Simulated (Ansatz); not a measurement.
**GaP₂H (singlet): trial inputs and their diagnosis at a displaced geometry (v1)**

3 inputs are run for GaP₂H (singlet) as typed; the log has to tell whether the result can be used and what must change.

Computed with Ansatz 0.2.0, Gaussian basis. Level: the settings change from run to run.

19 further runs of the same task are left out: 8 that didn't finish, 11 set aside as unsound or not needed.

### Step 1. What is computed

The geometry is a PBE0/def2-TZVP stationary point (not a proven minimum) with its atoms shifted at random (size 0.040 Å). No spin-orbit coupling is included. The filled d shell of Ga may be among the frozen orbitals whatever the setting's name suggests; the logs give the count.

4 atoms, charge 0, spin multiplicity 1.

Atoms are counted from 1 here; the program's logs count them from 0.

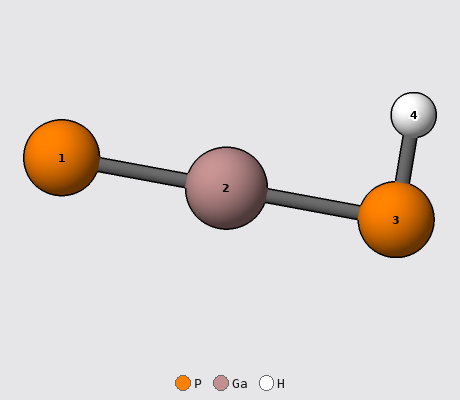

The geometry (phosphorus orange, gallium pink, hydrogen white); atoms are numbered from 1 in the order of the file.

Geometry (Å):

```mol
GaHP2
  3D, bonds by distance, orders not assigned

  4  3  0  0  0  0  0  0  0  0999 V2000
    0.0023   -0.3109    2.7298 P   0  0
    0.0016   -0.3379    0.5706 Ga  0  0
    0.0494   -0.3584   -1.6533 P   0  0
   -0.0533    1.0072   -1.6472 H   0  0
  1  2  8  0
  2  3  8  0
  3  4  8  0
M  END
```

### Step 2. Input 1

Contents of in.yaml:

```yaml
crystal:
  periodic: [false, false, false]
  atoms:
    - {symbol: P, position_ang: [0.002306, -0.310919, 2.729803]}
    - {symbol: Ga, position_ang: [0.001578, -0.337902, 0.570650]}
    - {symbol: P, position_ang: [0.049441, -0.358380, -1.653290]}
    - {symbol: H, position_ang: [-0.053324, 1.007201, -1.647163]}
basis:
  gaussian: {orbitals: STO-3G}
correlation: {method: fic_mrcisd_q, electrons: all, active_space: {window: {electrons: 12, orbitals: 6}, states: [{multiplicity: 1, weights: [0.5, 0.5, 1]}]}}
```

Started as:

```
> ansatz run in.yaml --threads 1 --pin off --events-out ev --progress --plain --max-ram 2393MiB
```

Output:

```text
Functional definition: HF
  name "HF"
  cite "Fock, Z. Phys. 61, 126 (1930) doi:10.1007/BF01340294"
  parent pbe
  exchange = exact_x
  correlation = 0
553 factors; integrals over basis functions are off by at most 4.9e-8 eV
mean field evaluation 1: about -70070.8905 eV, gradient 2.4e1 eV
mean field evaluation 2: about -70070.9115 eV, gradient 2.4e1 eV
mean field evaluation 4: about -70073.6640 eV, gradient 3.6e0 eV
mean field evaluation 8: about -70074.1304 eV, gradient 5.5e-1 eV
mean field evaluation 16: about -70073.3125 eV, gradient 4.6e0 eV
mean field evaluation 32: about -70072.1517 eV, gradient 9.7e0 eV
mean field -70074.14099238 eV, -2575.1771835113 hartree, gradient 6.3e-6 eV, S^2 0.000000; 6 other end points of the search recorded, 0 dependent functions left out; unrestricted orbitals would lower it
reference -70074.14099238 eV, -2575.1771835113 hartree; 31, 31 occupied and 6, 6 virtual orbitals, 553 factors
Error: 3 states are sought, and the space of determinants holds 1 states of this symmetry and spin
```

Wall time 0.69 s (1 thread of Arm Neoverse V2, shared host).

Diagnosis: The run stopped with an error. It says: «3 states are sought, and the space of determinants holds 1 states of this symmetry and spin». Cure: ask for fewer states or enlarge the space.

### Step 3. Input 2

Contents of in.yaml:

```yaml
crystal:
  periodic: [false, false, false]
  atoms:
    - {symbol: P, position_ang: [0.004358, -0.587544, 5.158509]}
    - {symbol: Ga, position_ang: [0.002982, -0.638533, 1.078357]}
    - {symbol: P, position_ang: [0.093429, -0.677231, -3.124222]}
    - {symbol: H, position_ang: [-0.100766, 1.903308, -3.112644]}
basis:
  gaussian: {orbitals: STO-3G}
hamiltonian: {pseudopotentials: {relativity: scalar}}
correlation: {active_space: {window: {electrons: 16, orbitals: 9}, fixed_orbitals: true}}
output: {forces: true}
```

The command is unchanged.

Output:

```text
Functional definition: HF
  name "HF"
  cite "Fock, Z. Phys. 61, 126 (1930) doi:10.1007/BF01340294"
  parent pbe
  exchange = exact_x
  correlation = 0
362 factors; integrals over basis functions are off by at most 4.7e-5 eV
mean field evaluation 1: about -70485.2101 eV, gradient 1.2e1 eV
mean field evaluation 2: about -70485.2156 eV, gradient 1.2e1 eV
mean field evaluation 4: about -70487.7460 eV, gradient 9.4e0 eV
mean field evaluation 8: about -70489.9541 eV, gradient 5.4e-1 eV
mean field evaluation 16: about -70490.4909 eV, gradient 8.3e0 eV
mean field evaluation 32: about -70491.0330 eV, gradient 2.1e-2 eV
mean field evaluation 64: about -70491.0337 eV, gradient 3.1e-2 eV
mean field evaluation 96: about -70490.9914 eV, gradient 1.5e0 eV
mean field evaluation 128: about -70491.0340 eV, gradient 1.9e-3 eV
mean field evaluation 160: about -70490.4203 eV, gradient 8.8e0 eV
mean field evaluation 192: about -70491.0014 eV, gradient 1.9e0 eV
mean field evaluation 224: about -70491.0330 eV, gradient 1.6e-2 eV
mean field evaluation 256: about -70491.0335 eV, gradient 4.6e-2 eV
mean field evaluation 288: about -70491.0338 eV, gradient 1.6e-1 eV
mean field evaluation 320: about -70491.0354 eV, gradient 3.6e-2 eV
mean field evaluation 352: about -70489.9506 eV, gradient 5.1e-1 eV
mean field evaluation 384: about -70489.9514 eV, gradient 5.9e-5 eV
mean field evaluation 416: about -70491.0337 eV, gradient 1.3e-2 eV
mean field -70491.03409559 eV, -2590.4977224739 hartree, gradient 2.8e-10 eV, S^2 0.000000; 14 other end points of the search recorded, 0 dependent functions left out
reference -70491.03409559 eV, -2590.4977224739 hartree; 31, 31 occupied and 6, 6 virtual orbitals, 362 factors
state -70494.05029668 eV, -2590.6085658196 hartree
the calculation of the forces begins
Total energy: -70494.05029668 eV, -2590.6085658196 hartree
Relativity: scalar
Atom 0 at     0.004358    -0.587544     5.158509 Å, force     0.001352     0.001642    -0.096333 eV/Å
Atom 1 at     0.002982    -0.638533     1.078357 Å, force    -0.005882    -0.010889     0.272690 eV/Å
Atom 2 at     0.093429    -0.677231    -3.124222 Å, force    -0.369245     4.971249    -0.140888 eV/Å
Atom 3 at    -0.100766     1.903308    -3.112644 Å, force     0.373775    -4.962002    -0.035469 eV/Å
Dipole moment:     0.041403    -0.317213    -0.827998 e Å
```

It took 11 s on 1 thread of Arm Neoverse V2, shared host.

Diagnosis: The run converged, which proves nothing about the input. The coordinates are scaled by the bohr-ångström factor. The shortest distance is 2.59 Å, against 1.37 Å in the geometry of step 1. Its energy belongs to another geometry. Cure: restore the coordinates in ångström.

### Step 4. Input 3

Contents of in.yaml:

```yaml
crystal:
  periodic: [false, false, false]
  atoms:
    - {symbol: P, position_ang: [0.002306, -0.310919, 2.729803]}
    - {symbol: Ga, position_ang: [0.001578, -0.337902, 0.570650]}
    - {symbol: P, position_ang: [0.049441, -0.358380, -1.653290]}
    - {symbol: H, position_ang: [-0.053324, 1.007201, -1.647163]}
basis:
  gaussian: {orbitals: def2-TZVPP}
magnetization: {spin_polarized: false}
correlation: {method: ccsdtq, electrons: all, diis_vectors: 12}
accuracy: high
```

Launched as before.

Output:

```text
Functional definition: HF
  name "HF"
  cite "Fock, Z. Phys. 61, 126 (1930) doi:10.1007/BF01340294"
  parent pbe
  exchange = exact_x
  correlation = 0
2184 factors; integrals over basis functions are off by at most 1.0e-8 eV
mean field evaluation 1: about -70890.2886 eV, gradient 1.4e1 eV
mean field evaluation 2: about -70890.4027 eV, gradient 1.4e1 eV
mean field evaluation 4: about -70891.6461 eV, gradient 3.5e0 eV
mean field evaluation 8: about -70891.7721 eV, gradient 6.1e-1 eV
mean field evaluation 16: about -70891.7873 eV, gradient 2.2e-8 eV
mean field evaluation 32: about -70889.7438 eV, gradient 1.5e1 eV
mean field evaluation 64: about -70891.2108 eV, gradient 2.0e-1 eV
mean field evaluation 96: about -70890.9249 eV, gradient 6.8e0 eV
mean field evaluation 128: about -70886.0586 eV, gradient 2.2e1 eV
mean field evaluation 160: about -70872.0180 eV, gradient 2.7e1 eV
mean field evaluation 192: about -70891.1979 eV, gradient 1.6e0 eV
mean field evaluation 224: about -70878.9837 eV, gradient 3.5e1 eV
mean field evaluation 256: about -70888.2367 eV, gradient 3.4e-3 eV
mean field -70891.78729084 eV, -2605.2251307590 hartree, gradient 6.3e-8 eV, S^2 0.000000; 9 other end points of the search recorded, 0 dependent functions left out; unrestricted orbitals would lower it
mean field evaluation 288: about -70891.5040 eV, gradient 7.0e-1 eV
mean field evaluation 320: about -70891.7872 eV, gradient 3.1e-2 eV
mean field evaluation 352: about -70893.2795 eV, gradient 2.3e-4 eV
Error: SIGTERM received: run cancelled behind 378 evaluations of the mean field
```

It took 79 s on 1 thread of Arm Neoverse V2, shared host.

What is wrong: The run was cut at its time limit. The job is too large for the time given. Cure: a smaller basis or space, or a lower level; a longer limit helps only where the log shows it near its end.

### Step 5. How the runs ended

| input | level | ended | cause | time |
| --- | --- | --- | --- | --- |
| 1 | MRCISD+Q(12,6)/STO-3G | stopped by an error | 3 states are sought, and the space of determinants holds 1 states of this symmetry and spin | 0.69 s |
| 2 | CASCI(16,9)/STO-3G | converged | the coordinates are scaled by the bohr-ångström factor | 11 s |
| 3 | CCSDTQ on RHF/def2-TZVPP | cut at its time limit | the job is too large for the time given | 79 s |

1 stopped by an error, 1 converged, 1 cut at its time limit. The input that converges on a wrong geometry or spin is the dangerous one: no error points at it, so geometry and ⟨S²⟩ have to be checked.
